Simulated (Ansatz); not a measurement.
```yaml
atoms:
  - { symbol: N, position_ang: [-0.5305, 0.7561, -0.0294] }
  - { symbol: B, position_ang: [0.0419, -0.5147, -0.2913] }
  - { symbol: O, position_ang: [1.1163, -1.0597, 0.3676] }
  - { symbol: F, position_ang: [-0.5000, -1.2715, -1.2689] }
  - { symbol: H, position_ang: [-1.3298, 1.0913, -0.5645] }
  - { symbol: H, position_ang: [-0.2085, 1.4090, 0.6810] }
  - { symbol: H, position_ang: [1.4718, -0.4785, 1.0597] }
```

Method: RKS PBE-D4/def2-SVP in Ansatz 0.2.0.

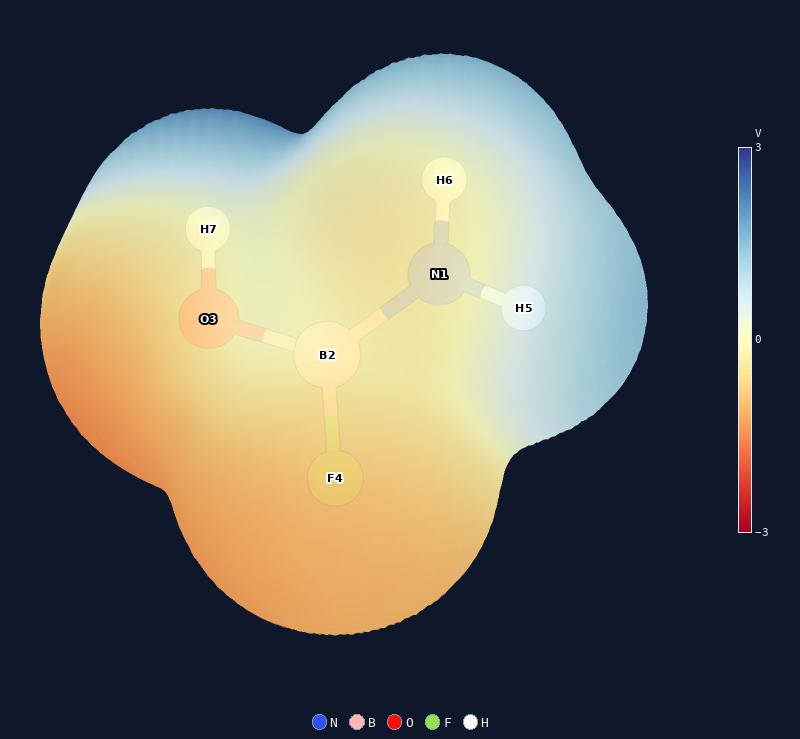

BFH3NO. The electrostatic potential painted on the density surface at 0.001 e/bohr³, seen at a tilt; the colour scale runs from red (negative) to blue (positive).

### Which sites attract a positive test charge, and which a negative one?

A positive charge is drawn to the negative regions and a negative charge to the positive ones. The most negative region (about −1.5 V, or −35 kcal/mol for a unit charge) lies over O3, the most positive (about +2.2 V, or +51 kcal/mol for a unit charge) over H7. O3 is the likeliest acceptor of a hydrogen bond.
